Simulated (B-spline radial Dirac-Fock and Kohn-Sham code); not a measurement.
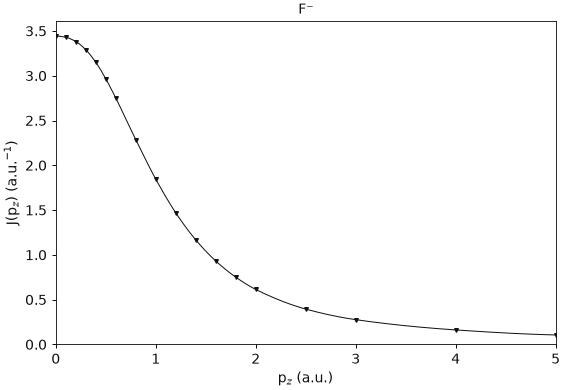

Fig. 1. The total Compton profile J(pz). It refers to the ion F⁻ ([Ne]). Method: the impulse approximation on the Dirac–Fock momentum density (average of configuration) (computed with a B-spline radial atomic code).

J(0) = 3.44 a.u.⁻¹; the profile falls to half at pz ≈ 1.1 a.u. and is 0.614 at 2 a.u. and 0.162 at 4 a.u. Its area over all pz is the number of electrons, 10.
